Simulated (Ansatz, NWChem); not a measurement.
# Exact exchange and the HOMO–LUMO gap of SiS

SiS: 2 atoms, total charge 0, spin state singlet. As SMILES, `[Si-]#[S+]`. Geometry: the measured bond length.

The HOMO–LUMO gap y, in eV, basis cc-pVTZ; a is the functional's share of exact exchange. Programs: Ansatz 0.2.0, NWChem 7.3.0.

| functional | program | a | y (eV) |
| --- | --- | --- | --- |
| TPSS | NWChem | 0 | 3.98 |
| r2SCAN | Ansatz | 0 | 4.15 |
| B3LYP | Ansatz | 0.2 | ? |
| r2SCAN0 | Ansatz | 0.25 | 5.92 |
| PBE0 | Ansatz | 0.25 | 5.72 |
| BHLYP | Ansatz | 0.5 | 7.62 |

Q: Fit y = c + s·a to the known rows and predict B3LYP.

A: 
1. Means of the 5 rows: a = 0.2000, y = 5.478.
2. Σ(Δa)² = 0.175, Σ(Δa·Δy) = 1.242, so the slope is 1.242/0.175 = 7.0971.
3. Intercept: 5.478 − (7.0971) × 0.2000 = 4.059. The largest residual of the fit is 0.11.
4. B3LYP: 4.059 + (7.0971) × 0.2 = 5.48 eV.

The run gave 5.34 eV, so the prediction is off by +0.14 eV, about the scatter of the fit. Exact exchange lowers occupied levels and raises empty ones. The rows mix families of semi-local functionals, which the line can't see.

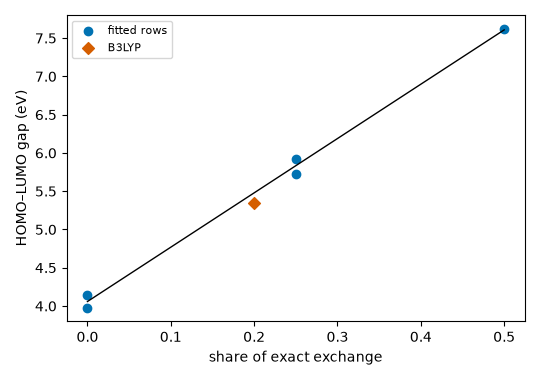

The fitted line, with the withheld row.
